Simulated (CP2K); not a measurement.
# C2H4BF3 (SMILES FCCB(F)F): GFN2-xTB

Aim: the vertical ionisation energy of C2H4BF3 at GFN2-xTB, from 2 runs. 

Program for the calculation: CP2K 2026.2.

4 further runs of the same task are left out: 1 that didn't finish, 3 set aside as unsound or not needed.

**1. Starting point**

C2H4BF3: 10 atoms, total charge 0, spin state singlet. SMILES: `FCCB(F)F`. The coordinates come from a GFN2-xTB relaxation. This is one conformer, not always the lowest.

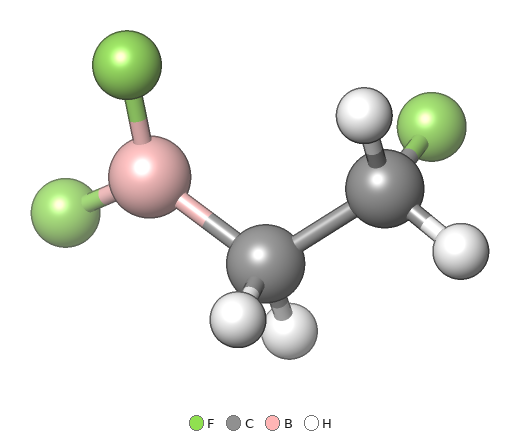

Viewed from a chosen angle; fluorine green, carbon grey, boron pink, hydrogen white.

**2. Energy and forces at GFN2-xTB**

The input, molecule.inp:

```
&GLOBAL
  PROJECT molecule
  RUN_TYPE ENERGY_FORCE
  PRINT_LEVEL MEDIUM
&END GLOBAL
&FORCE_EVAL
  METHOD QUICKSTEP
  &DFT
    ! Quickstep
    &QS
      METHOD XTB
      EPS_DEFAULT 1.0E-10
      &XTB
        GFN_TYPE TBLITE
        &TBLITE
          METHOD GFN2
        &END TBLITE
        CHECK_ATOMIC_CHARGES F
      &END XTB
    &END QS
    &POISSON
      PERIODIC NONE
      POISSON_SOLVER ANALYTIC
    &END POISSON
    ! self-consistent field
    &SCF
      SCF_GUESS ATOMIC
      EPS_SCF 1.0E-07
      MAX_SCF 150
      ADDED_MOS 8
      &DIAGONALIZATION
        ALGORITHM STANDARD
      &END DIAGONALIZATION
      &MIXING
        METHOD DIRECT_P_MIXING
        ALPHA 0.4
      &END MIXING
    &END SCF
    &PRINT
      &MOMENTS
        PERIODIC F
        REFERENCE COM
        MAX_MOMENT 1
      &END MOMENTS
      &MO ON
        ENERGIES T
        OCCUPATION_NUMBERS T
        NDIGITS 6
        &EACH
          QS_SCF 0
        &END EACH
        ADD_LAST NUMERIC
      &END MO
      &HIRSHFELD OFF
      &END HIRSHFELD
    &END PRINT
  &END DFT
  ! structure
  &SUBSYS
    ! vacuum box
    &CELL
      ABC 18.5 19.9 19.4
      PERIODIC NONE
    &END CELL
    &COORD
      F     -0.930830    -1.703920     0.233440
      C      0.319830    -1.136540     0.235660
      C      0.209610     0.371640     0.462400
      B     -0.518900     1.141450    -0.717700
      F     -0.402260     0.789010    -1.979100
      F     -1.250160     2.215440    -0.520930
      H      0.770130    -1.366510    -0.734720
      H      0.878290    -1.625040     1.040610
      H      1.224420     0.762170     0.570230
      H     -0.300140     0.552300     1.410100
    &END COORD
    &TOPOLOGY
      &CENTER_COORDINATES
      &END CENTER_COORDINATES
    &END TOPOLOGY
  &END SUBSYS
  &PRINT
    &FORCES ON
    &END FORCES
  &END PRINT
&END FORCE_EVAL
```

On the command line:

```console
$ OMP_NUM_THREADS=1 cp2k.psmp -i molecule.inp > molecule.out 2>&1
```

Log:

```text
CP2K| version string:                                       CP2K version 2026.2
[...]
 GLOBAL| Method name                                                        CP2K
[...]
 GLOBAL| Run type                                                   ENERGY_FORCE
[...]
                             - Atoms:                                         10
[...]
                             - Spherical basis functions:                     28
[...]
 Number of electrons:                                                         36
[...]
  *** SCF run converged in    15 steps ***
[...]
  Fermi energy:                                                -0.27531778142727
[...]
 TB_DIPOLE| Moment [Debye]          2.61483717       0.13338801       1.45476037
 TB_DIPOLE| Derivative [a.u.]       0.00000000       0.00000000       0.00000000
[...]
 ENERGY| Total FORCE_EVAL ( QS ) energy [hartree]            -21.847116934403818
 FORCES| Atomic forces [hartree/bohr]
 FORCES|   Atom     x               y               z               |f|
 FORCES|      1 -1.88327057E-05  2.44716723E-05 -9.86327471E-06   3.24163189E-05
 FORCES|      2  1.30274415E-04 -2.10510316E-05  6.21964500E-05   1.45886831E-04
 FORCES|      3  6.61824854E-05  1.54067650E-05 -1.44515437E-04   1.59694087E-04
 FORCES|      4  3.68364603E-05 -3.27298499E-04 -3.54991894E-04   4.84252493E-04
 FORCES|      5 -5.55055012E-05  1.74697439E-04  4.69801030E-04   5.04294620E-04
 FORCES|      6 -2.75723724E-05  1.61865665E-04 -3.46603628E-05   1.67815583E-04
 FORCES|      7 -6.57277644E-06  9.84505686E-06  2.25867054E-05   2.55007018E-05
 FORCES|      8 -2.23908130E-05 -1.82436058E-05 -1.79712562E-05   3.40168151E-05
 FORCES|      9 -1.00286473E-04 -3.59744421E-05  2.57773942E-05   1.09617568E-04
 FORCES|     10 -2.13271949E-06  1.62809803E-05 -1.83593547E-05   2.46309706E-05
 FORCES| Sum     1.56286049E-17  2.60235626E-16  2.02301961E-16
 FORCES| Total atomic force                                       3.29989270E-16
[...]
```

Run time: 0.28 s. Hardware: 1 thread of Arm Neoverse V1, shared host.

**3. The doublet cation**

The input, mol.inp:

```
&GLOBAL
   PROJECT_NAME mol
   RUN_TYPE ENERGY_FORCE
   PRINT_LEVEL MEDIUM
&END GLOBAL

&FORCE_EVAL
   METHOD QS
   &DFT
      CHARGE 1
      MULTIPLICITY 2
      UKS T
      &QS
         METHOD XTB
         EPS_DEFAULT 1.0E-10
         &XTB
            GFN_TYPE TBLITE
            &TBLITE
               METHOD GFN2
            &END TBLITE
            CHECK_ATOMIC_CHARGES F
         &END XTB
      &END QS
      ! no periodic images
      &POISSON
         PERIODIC NONE
         POISSON_SOLVER ANALYTIC
      &END POISSON
      &SCF
         SCF_GUESS ATOMIC
         EPS_SCF 1.0E-07
         MAX_SCF 150
         ADDED_MOS 8
         &DIAGONALIZATION
            ALGORITHM STANDARD
         &END DIAGONALIZATION
         &MIXING
            METHOD DIRECT_P_MIXING
            ALPHA 0.4
         &END MIXING
         &SMEAR ON
            METHOD FERMI_DIRAC
            ELECTRONIC_TEMPERATURE [K] 300
         &END SMEAR
      &END SCF
      &PRINT
         &MOMENTS
            PERIODIC F
            REFERENCE COM
            MAX_MOMENT 1
         &END MOMENTS
         &MO ON
            ENERGIES T
            OCCUPATION_NUMBERS T
            NDIGITS 6
            &EACH
               QS_SCF 0
            &END EACH
            ADD_LAST NUMERIC
         &END MO
         &HIRSHFELD OFF
         &END HIRSHFELD
      &END PRINT
   &END DFT
   ! structure
   &SUBSYS
      ! vacuum box
      &CELL
         ABC [angstrom] 18.5 19.9 19.4
         PERIODIC NONE
      &END CELL
      &COORD
         F     -0.930830    -1.703920     0.233440
         C      0.319830    -1.136540     0.235660
         C      0.209610     0.371640     0.462400
         B     -0.518900     1.141450    -0.717700
         F     -0.402260     0.789010    -1.979100
         F     -1.250160     2.215440    -0.520930
         H      0.770130    -1.366510    -0.734720
         H      0.878290    -1.625040     1.040610
         H      1.224420     0.762170     0.570230
         H     -0.300140     0.552300     1.410100
      &END COORD
      &TOPOLOGY
         &CENTER_COORDINATES
         &END CENTER_COORDINATES
      &END TOPOLOGY
   &END SUBSYS
   ! extra output
   &PRINT
      &FORCES ON
      &END FORCES
   &END PRINT
&END FORCE_EVAL
```

On the command line:

```console
$ OMP_NUM_THREADS=1 cp2k.psmp -i mol.inp > mol.out 2>&1
```

Log:

```text
CP2K| version string:                                       CP2K version 2026.2
[...]
 GLOBAL| Method name                                                        CP2K
[...]
 GLOBAL| Run type                                                   ENERGY_FORCE
[...]
                             - Atoms:                                         10
[...]
                             - Spherical basis functions:                     28
[...]
 Number of electrons:                                                         18
[...]
  *** SCF run converged in    21 steps ***
[...]
  Fermi energy:                                                -0.68691523407507
[...]
 TB_DIPOLE| Moment [Debye]          4.70147791      -1.97895901       3.57727533
 TB_DIPOLE| Derivative [a.u.]       0.00000000       0.00000000       0.00000000
[...]
 ENERGY| Total FORCE_EVAL ( QS ) energy [hartree]            -21.279985044349644
 FORCES| Atomic forces [hartree/bohr]
 FORCES|   Atom     x               y               z               |f|
 FORCES|      1  1.59870346E-02  2.16011612E-03  1.68820782E-03   1.62204015E-02
 FORCES|      2 -3.38696544E-02  2.33983380E-02 -4.89576010E-03   4.14560512E-02
 FORCES|      3  1.88458704E-02 -3.18160646E-02  1.26098069E-02   3.90696305E-02
 FORCES|      4 -2.38855919E-02  2.93539305E-02 -3.19255562E-02   4.95117752E-02
 FORCES|      5  3.80398539E-03 -2.76269059E-03  1.99299303E-02   2.04769355E-02
 FORCES|      6  1.23099152E-02 -1.63732155E-02  5.18984832E-03   2.11317469E-02
 FORCES|      7  6.52360544E-03 -7.90846715E-03 -3.35004464E-03   1.07853641E-02
 FORCES|      8  7.05443164E-03 -5.11383358E-03  3.77316097E-03   9.49489564E-03
 FORCES|      9  2.77388303E-03  3.85737804E-03 -3.19341624E-03   5.72465717E-03
 FORCES|     10 -9.54347940E-03  5.20450872E-03  1.73822870E-04   1.08717581E-02
 FORCES| Sum     6.76542156E-17  5.46437895E-17 -2.95716143E-17
 FORCES| Total atomic force                                       9.18559578E-17
[...]
```

Run time: 0.32 s. Hardware: 1 thread of Arm Neoverse V1, shared host.

**4. Summary of results**

At GFN2-xTB:

| quantity | value |
| --- | --- |
| singlet C2H4BF3: total energy | -21.84712 Eh |
| singlet C2H4BF3: dipole moment (from atomic charges alone) | 3.00 D |
| singlet C2H4BF3: HOMO energy | -12.29 eV |
| singlet C2H4BF3: LUMO energy | -6.61 eV |
| singlet C2H4BF3: HOMO–LUMO gap | 5.67 eV |
| singlet C2H4BF3: largest force on an atom | 0.026 eV/Å |
| doublet cation: total energy | -21.27999 Eh |
| doublet cation: HOMO energy (highest over α and β) | -18.81 eV |
| doublet cation: LUMO energy (lowest over α and β) | -18.58 eV |
| doublet cation: largest force on an atom | 2.546 eV/Å |
| vertical ionisation energy (to the doublet cation) | 15.432 eV |

In words: Removing an electron at fixed nuclei costs 15.43 eV (1489 kJ/mol). No empirical shift is applied, and without it xTB methods put this difference several eV too high. The dipole (singlet C2H4BF3) comes from point charges on the atoms alone, without atomic dipoles, so it is partial.
